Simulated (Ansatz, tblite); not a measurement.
# The cluster Cu₃F₃: removing and adding an electron

Aim: the energy of removing and adding an electron for the cluster Cu₃F₃, by energy differences, and how well orbital energies stand in for it.

Method: as each input shows; program: Ansatz 0.2.0, Gaussian basis.

The runs, in order: charge +1 doublet, at the geometry of the singlet (PBE0-D4/def2-TZVP, PBE-D4/def2-TZVP, r2SCAN-D4/def2-TZVP, CCSD(T)/def2-SVP); charge -1 doublet, at the geometry of the singlet (PBE0-D4/def2-TZVPD, PBE-D4/def2-TZVPD, r2SCAN-D4/def2-TZVPD); the starting singlet's energies come from earlier runs.

2 further runs of the same task are left out: 2 set aside as unsound or not needed. Runs told in other sessions of the task aren't counted.

## Step 1: The relaxed structure

The singlet was relaxed beforehand with r2SCAN-D4/def2-SVP. At that level it is the lowest of the isomers that a small search found.

6 atoms, charge 0, spin multiplicity 1.

Atoms are counted from 1 here; the program's logs count them from 0.

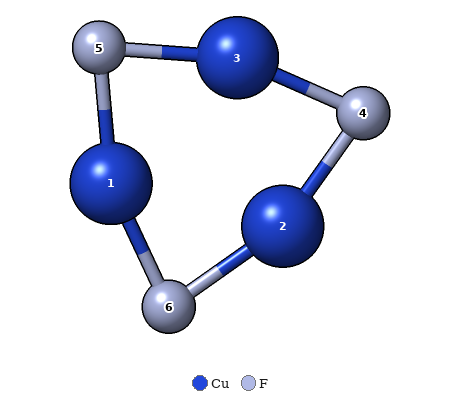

The structure; copper blue, fluorine light blue; atoms are numbered from 1 in the order of the file.

Coordinates:

```mol
Cu3F3
  3D, bonds by distance, orders not assigned

  6  6  0  0  0  0  0  0  0  0999 V2000
   -1.0103   -0.1361    0.9479 Cu  0  0
   -0.1573    0.8856   -1.0637 Cu  0  0
    1.1687   -0.7489    0.1146 Cu  0  0
    1.5553    0.2092   -1.4601 F   0  0
    0.2405   -1.3642    1.6362 F   0  0
   -1.7969    1.1544   -0.1749 F   0  0
  1  5  8  0
  1  6  8  0
  2  4  8  0
  2  6  8  0
  3  4  8  0
  3  5  8  0
M  END
```

No spin-orbit coupling is included.

## Step 2: Charge +1 doublet at the fixed geometry, PBE0-D4/def2-TZVP

File in.yaml:

```yaml
crystal:
  periodic: [false, false, false]
  atoms:
    - {symbol: Cu, position_ang: [-1.010329, -0.136063, 0.947889]}
    - {symbol: Cu, position_ang: [-0.157271, 0.885556, -1.063691]}
    - {symbol: Cu, position_ang: [1.168658, -0.748918, 0.114623]}
    - {symbol: F, position_ang: [1.555321, 0.209233, -1.460124]}
    - {symbol: F, position_ang: [0.240514, -1.364191, 1.636171]}
    - {symbol: F, position_ang: [-1.796892, 1.154373, -0.174858]}
basis:
  gaussian: {orbitals: def2-TZVP}
total_charge: 1
magnetization: {spin_polarized: true, initial_magnetization: 1}
hamiltonian: {xc: pbe0, dispersion: d4}
scf: {omitted_lower_state_checks: [starts]}
output: {orbitals: {seedname: orbitals}}
```

The run is started by

```console
> ansatz run in.yaml --threads 4 --pin off --events-out ev --progress --plain --max-ram 4787MiB
```

Log:

```text
Functional definition: PBE0
  name "PBE0"
  cite "Adamo & Barone, J. Chem. Phys. 110, 6158 (1999) doi:10.1063/1.478522"
  cite "Perdew, Burke & Ernzerhof, Phys. Rev. Lett. 77, 3865 (1996) doi:10.1103/PhysRevLett.77.3865"
  parent pbe
  parameter a = 0.25
  parameter kappa = 0.804
  parameter beta = 0.06672455060314922
  exchange = (1 - a)*pbe_x(kappa = kappa, mu = beta*pi^2/3) + a*exact_x
  correlation = pbe_c(beta = beta)
these checks for a lower state are left out or cut short: starts
2034 factors; integrals over basis functions are off by at most 5.6e-4 eV
mean field evaluation 1: about -142026.2517 eV, gradient 1.0e2 eV
mean field evaluation 2: about -141690.1149 eV, gradient 4.1e2 eV
mean field evaluation 4: about -142043.2320 eV, gradient 2.1e1 eV
mean field evaluation 8: about -142044.2557 eV, gradient 2.0e0 eV
mean field evaluation 16: about -142044.5408 eV, gradient 2.9e-1 eV
mean field evaluation 32: about -142044.5457 eV, gradient 1.2e-2 eV
mean field -142044.54571436 eV, -5220.0407737517 hartree, gradient 4.3e-6 eV, S^2 0.812624; 0 other end points of the search recorded, 0 dependent functions left out
reference -142044.54576808 eV, -5220.0407757257 hartree; 57, 56 occupied and 171, 172 virtual orbitals, 2034 factors
Total energy: -142044.70291933 eV, -5220.0465509278 hartree
Checks for a lower state left out: starts
```

Run time: 26 s. Hardware: 4 threads of Arm Neoverse V1, shared host; peak memory 1.3 GiB.

From the report: HOMO -13.37 eV, LUMO -11.33 eV (over both spins); ⟨S²⟩ 0.813 (pure: 0.75).

## Step 3: Charge +1 doublet at the fixed geometry, PBE-D4/def2-TZVP

start.molden holds the orbitals of an earlier run on this state, given as this run's starting guess.

in.yaml: that of step 2 with these lines changed.

```diff
@@ -10,6 +10,6 @@
 basis:
-  gaussian: {orbitals: def2-TZVP}
+  gaussian: {orbitals: def2-TZVP, initial_orbitals: start.molden}
 total_charge: 1
 magnetization: {spin_polarized: true, initial_magnetization: 1}
-hamiltonian: {xc: pbe0, dispersion: d4}
+hamiltonian: {xc: pbe, dispersion: d4}
 scf: {omitted_lower_state_checks: [starts]}
```

Same command.

Log:

```text
Functional definition: PBE
  name "PBE"
  cite "Perdew, Burke & Ernzerhof, Phys. Rev. Lett. 77, 3865 (1996) doi:10.1103/PhysRevLett.77.3865"
  parent pbe
  parameter kappa = 0.804
  parameter beta = 0.06672455060314922
  exchange = pbe_x(kappa = kappa, mu = beta*pi^2/3)
  correlation = pbe_c(beta = beta)
these checks for a lower state are left out or cut short: starts
1827 factors; their error is unknown
mean field evaluation 1: about -142045.1138 eV, gradient 1.1e1 eV
mean field evaluation 2: about -142045.6274 eV, gradient 1.3e0 eV
mean field evaluation 4: about -142045.5635 eV, gradient 1.7e-1 eV
mean field evaluation 8: about -142045.5638 eV, gradient 6.3e-5 eV
mean field evaluation 16: about -142045.5638 eV, gradient 2.7e-6 eV
mean field -142045.56377063 eV, -5220.0781866293 hartree, gradient 2.7e-6 eV, S^2 0.754911; 0 other end points of the search recorded, 0 dependent functions left out
reference -142045.56383984 eV, -5220.0781891727 hartree; 57, 56 occupied and 171, 172 virtual orbitals, 1827 factors
Total energy: -142045.74964661 eV, -5220.0850174456 hartree
Checks for a lower state left out: starts
```

Run time: 19 s. Hardware: 4 threads of Arm Neoverse V1, shared host; peak memory 0.83 GiB.

From the report: HOMO -12.21 eV, LUMO -12.20 eV (over both spins); ⟨S²⟩ 0.755 (pure: 0.75).

## Step 4: Charge +1 doublet at the fixed geometry, r2SCAN-D4/def2-TZVP

in.yaml: that of step 3 with these lines changed.

```diff
@@ -13,3 +13,3 @@
 magnetization: {spin_polarized: true, initial_magnetization: 1}
-hamiltonian: {xc: pbe, dispersion: d4}
+hamiltonian: {xc: r2scan, dispersion: d4}
 scf: {omitted_lower_state_checks: [starts]}
```

The command is unchanged.

Log, cut to the lines that bear on the results:

```text
Functional definition: r2SCAN
  name "r2SCAN"
  cite "Furness, Kaplan, Ning, Perdew & Sun, J. Phys. Chem. Lett. 11, 8208 (2020) doi:10.1021/acs.jpclett.0c02405"
  cite "Furness, Kaplan, Ning, Perdew & Sun, J. Phys. Chem. Lett. 11, 9248 (2020) doi:10.1021/acs.jpclett.0c03077"
  parent r2scan
[...]
1827 factors; their error is unknown
[...]
mean field -142068.97809922 eV, -5220.9386473343 hartree, gradient 1.6e-6 eV, S^2 0.765380; 0 other end points of the search recorded, 0 dependent functions left out
reference -142068.97812933 eV, -5220.9386484407 hartree; 57, 56 occupied and 171, 172 virtual orbitals, 1827 factors
Total energy: -142069.01657354 eV, -5220.9400612395 hartree
Checks for a lower state left out: starts
```

Wall time 40 s (4 threads of Arm Neoverse V1, shared host); peak memory 0.95 GiB.

HOMO -12.26 eV, LUMO -12.06 eV (over both spins); ⟨S²⟩ 0.765 (pure: 0.75).

## Step 5: Charge +1 doublet at the fixed geometry, CCSD(T)/def2-SVP

in.yaml: that of step 4 with these lines changed.

```diff
@@ -10,7 +10,7 @@
 basis:
-  gaussian: {orbitals: def2-TZVP, initial_orbitals: start.molden}
+  gaussian: {orbitals: def2-SVP, initial_orbitals: start.molden}
 total_charge: 1
 magnetization: {spin_polarized: true, initial_magnetization: 1}
-hamiltonian: {xc: r2scan, dispersion: d4}
-scf: {omitted_lower_state_checks: [starts]}
+correlation: {method: ccsd_t, frozen_orbitals: {Cu: 9, F: 1}}
+scf: {omitted_lower_state_checks: [starts, cluster_reference]}
 output: {orbitals: {seedname: orbitals}}
```

The command is unchanged.

Log, cut to the lines that bear on the results:

```text
Functional definition: HF
  name "HF"
  cite "Fock, Z. Phys. 61, 126 (1930) doi:10.1007/BF01340294"
  parent pbe
[...]
1432 factors; integrals over basis functions are off by at most 7.4e-4 eV
[...]
mean field -141882.21177011 eV, -5214.0751113343 hartree, gradient 2.1e-6 eV, S^2 1.696866; 0 other end points of the search recorded, 0 dependent functions left out
30 core orbitals not correlated: weight in the atoms' cores, before any rotation towards them, 1.000 or more for the frozen orbitals, at most 0.000 for the correlated occupied ones
reference -141882.21177011 eV, -5214.0751113343 hartree; 27, 26 occupied and 78, 79 virtual orbitals, 1432 factors
second order -35.89814794 eV of doubles, -0.00000000 eV of singles
cycle   1  -33.72612024 eV  change     2.2e0 eV  update   2.4e-1
[...]
cycle  26  -36.81463436 eV  change   -1.9e-5 eV  update   1.3e-5
perturbative correction -1.21852075 eV, -0.0447798115 hartree
WARN: the results are in doubt because among natural orbitals full CI differs from the method by -0.092 eV
Total energy: -141920.24492521 eV, -5215.4728040045 hartree
In doubt: among natural orbitals full CI differs from the method by -0.092 eV
Checks for a lower state left out: starts, cluster_reference
```

It took 2.4 min on 4 threads of Arm Neoverse V1, shared host; peak memory 2.1 GiB.

Hartree-Fock HOMO -13.87 eV, LUMO -4.47 eV (over both spins); ⟨S²⟩ 1.697 (pure: 0.75); T1 0.074. Doubts: state flagged by the program, large T1 diagnostic, spin contamination.

## Step 6: Vertical ionisation energy

Charged state less starting state, singlet to doublet; the starting state's energies are those of its earlier runs.

```csv
level,vertical ionisation energy (eV),time
HF/def2-SVP†,+7.05,
PBE-D4/def2-TZVP,+8.90,22 s
r2SCAN-D4/def2-TZVP,+8.84,48 s
PBE0-D4/def2-TZVP,+9.18,35 s
MP2/def2-SVP†,+12.97,
CCSD/def2-SVP†,+9.06,
CCSD(T)/def2-SVP†,+9.25,2.8 min
```

Times add the two runs; a level without a time comes out of a correlated run. † marks a level with a doubtful state (flagged, unstable, out of aufbau order, or strongly spin-contaminated); such levels are left out of the summary. CCSD(T)/def2-SVP is no safe reference here (large T1 diagnostic, spin contamination, state flagged by the program).

Beside −ε(HOMO) of the starting state:

```csv
level,−ε(HOMO) (eV),by difference (eV),mismatch (eV)
PBE-D4/def2-TZVP,5.66,8.90,-3.24
r2SCAN-D4/def2-TZVP,5.71,8.84,-3.13
PBE0-D4/def2-TZVP,7.18,9.18,-2.00
```

## Step 7: Charge -1 doublet at the fixed geometry, PBE0-D4/def2-TZVPD

in.yaml: that of step 5 with these lines changed.

```diff
@@ -10,7 +10,7 @@
 basis:
-  gaussian: {orbitals: def2-SVP, initial_orbitals: start.molden}
-total_charge: 1
+  gaussian: {orbitals: def2-TZVPD}
+total_charge: -1
 magnetization: {spin_polarized: true, initial_magnetization: 1}
-correlation: {method: ccsd_t, frozen_orbitals: {Cu: 9, F: 1}}
-scf: {omitted_lower_state_checks: [starts, cluster_reference]}
+hamiltonian: {xc: pbe0, dispersion: d4}
+scf: {omitted_lower_state_checks: [starts]}
 output: {orbitals: {seedname: orbitals}}
```

Launched as before.

Log, cut to the lines that bear on the results:

```text
Functional definition: PBE0
  name "PBE0"
  cite "Adamo & Barone, J. Chem. Phys. 110, 6158 (1999) doi:10.1063/1.478522"
  cite "Perdew, Burke & Ernzerhof, Phys. Rev. Lett. 77, 3865 (1996) doi:10.1103/PhysRevLett.77.3865"
  parent pbe
[...]
2235 factors; their error is unknown
the host lacks memory for fits, so the integrals are decomposed
2205 factors; integrals over basis functions are off by at most 2.4e-4 eV
[...]
mean field -142054.35580966 eV, -5220.4012881042 hartree, gradient 5.4e-5 eV, S^2 0.760209; 0 other end points of the search recorded, 0 dependent functions left out
reference -142054.35584145 eV, -5220.4012892725 hartree; 58, 57 occupied and 206, 207 virtual orbitals, 2205 factors
Total energy: -142054.53213605 eV, -5220.4077679798 hartree
Checks for a lower state left out: starts
```

Wall time 19 s (4 threads of Arm Neoverse V1, shared host); peak memory 1.6 GiB.

From the report: HOMO 1.03 eV, LUMO 2.56 eV (over both spins); ⟨S²⟩ 0.760 (pure: 0.75). Doubts: highest occupied level lies above zero.

## Step 8: Charge -1 doublet at the fixed geometry, PBE-D4/def2-TZVPD

in.yaml: that of step 7 with these lines changed.

```diff
@@ -10,6 +10,6 @@
 basis:
-  gaussian: {orbitals: def2-TZVPD}
+  gaussian: {orbitals: def2-TZVPD, initial_orbitals: start.molden}
 total_charge: -1
 magnetization: {spin_polarized: true, initial_magnetization: 1}
-hamiltonian: {xc: pbe0, dispersion: d4}
+hamiltonian: {xc: pbe, dispersion: d4}
 scf: {omitted_lower_state_checks: [starts]}
```

Launched as before.

Log:

```text
Functional definition: PBE
  name "PBE"
  cite "Perdew, Burke & Ernzerhof, Phys. Rev. Lett. 77, 3865 (1996) doi:10.1103/PhysRevLett.77.3865"
  parent pbe
  parameter kappa = 0.804
  parameter beta = 0.06672455060314922
  exchange = pbe_x(kappa = kappa, mu = beta*pi^2/3)
  correlation = pbe_c(beta = beta)
these checks for a lower state are left out or cut short: starts
1998 factors; their error is unknown
mean field evaluation 1: about -142055.0774 eV, gradient 1.1e1 eV
mean field evaluation 2: about -142055.5143 eV, gradient 5.4e-1 eV
mean field evaluation 4: about -142055.4759 eV, gradient 8.6e-2 eV
mean field evaluation 8: about -142055.4759 eV, gradient 2.2e-5 eV
mean field -142055.47592134 eV, -5220.4424514494 hartree, gradient 2.2e-5 eV, S^2 0.750599; 0 other end points of the search recorded, 0 dependent functions left out
reference -142055.47596387 eV, -5220.4424530123 hartree; 58, 57 occupied and 206, 207 virtual orbitals, 1998 factors
Total energy: -142055.68421614 eV, -5220.4501061421 hartree
Checks for a lower state left out: starts
```

Run time: 9.5 s. Hardware: 4 threads of Arm Neoverse V1, shared host; peak memory 0.6 GiB.

HOMO 1.31 eV, LUMO 1.55 eV (over both spins); ⟨S²⟩ 0.751 (pure: 0.75). Doubts: highest occupied level lies above zero.

## Step 9: Charge -1 doublet at the fixed geometry, r2SCAN-D4/def2-TZVPD

in.yaml: that of step 8 with these lines changed.

```diff
@@ -13,3 +13,3 @@
 magnetization: {spin_polarized: true, initial_magnetization: 1}
-hamiltonian: {xc: pbe, dispersion: d4}
+hamiltonian: {xc: r2scan, dispersion: d4}
 scf: {omitted_lower_state_checks: [starts]}
```

Same command.

Log:

```text
Functional definition: r2SCAN
  name "r2SCAN"
  cite "Furness, Kaplan, Ning, Perdew & Sun, J. Phys. Chem. Lett. 11, 8208 (2020) doi:10.1021/acs.jpclett.0c02405"
  cite "Furness, Kaplan, Ning, Perdew & Sun, J. Phys. Chem. Lett. 11, 9248 (2020) doi:10.1021/acs.jpclett.0c03077"
  parent r2scan
  parameter k0 = 0.174
  parameter k1 = 0.065
  parameter a1 = 4.9479
  exchange = r2scan_x(k0 = k0, k1 = k1, a1 = a1)
  correlation = r2scan_c
these checks for a lower state are left out or cut short: starts
1998 factors; their error is unknown
mean field evaluation 1: about -142078.5003 eV, gradient 6.6e0 eV
mean field evaluation 2: about -142078.6714 eV, gradient 4.1e-1 eV
mean field evaluation 4: about -142078.6393 eV, gradient 1.2e-1 eV
mean field evaluation 8: about -142078.6393 eV, gradient 2.6e-5 eV
mean field -142078.63928391 eV, -5221.2936893231 hartree, gradient 2.6e-5 eV, S^2 0.752552; 0 other end points of the search recorded, 0 dependent functions left out
reference -142078.63931301 eV, -5221.2936903927 hartree; 58, 57 occupied and 206, 207 virtual orbitals, 1998 factors
Total energy: -142078.68305237 eV, -5221.2952977844 hartree
Checks for a lower state left out: starts
```

It took 24 s on 4 threads of Arm Neoverse V1, shared host; peak memory 0.71 GiB.

Report: HOMO 1.32 eV, LUMO 1.80 eV (over both spins); ⟨S²⟩ 0.753 (pure: 0.75). Doubts: highest occupied level lies above zero.

## Step 10: Vertical electron affinity

Starting state less charged state (positive: the electron is bound), singlet to doublet; the starting state's energies are those of its earlier runs.

```csv
level,vertical electron affinity (eV),time
PBE-D4/def2-TZVPD,+0.82,14 s
r2SCAN-D4/def2-TZVPD,+0.63,34 s
PBE0-D4/def2-TZVPD,+0.45,29 s
```

Times add the two runs; a level without a time comes out of a correlated run.

Beside −ε(LUMO) of the starting state:

```csv
level,−ε(LUMO) (eV),by difference (eV),mismatch (eV)
PBE-D4/def2-TZVPD,3.12,0.82,+2.30
r2SCAN-D4/def2-TZVPD,2.83,0.63,+2.20
PBE0-D4/def2-TZVPD,1.99,0.45,+1.54
```

## Step 11: Outcome

| quantity | value |
| --- | --- |
| vertical ionisation energy, functionals in def2-TZVP | 8.84 (r2SCAN-D4) to 9.18 eV (PBE0-D4) |
| vertical electron affinity, functionals in def2-TZVPD | 0.45 (PBE0-D4) to 0.82 eV (PBE-D4) |

The vertical ionisation energy spans 8.84 to 9.18 eV over the functionals. −ε(HOMO) misses the level's own difference by -2.00 eV at best (PBE0-D4) and -3.24 eV at worst (PBE-D4). The vertical electron affinity spans 0.45 to 0.82 eV over the functionals. The anion's highest level lies above zero where self-interaction lifts it, so diffuse functions weigh on these values. −ε(LUMO) misses the level's own difference by +1.54 eV at best (PBE0-D4) and +2.30 eV at worst (PBE-D4). The charged states' spins were chosen beforehand and needn't be their lowest.

The anion's highest level is positive in at least one run, so there the basis alone may hold the extra electron.
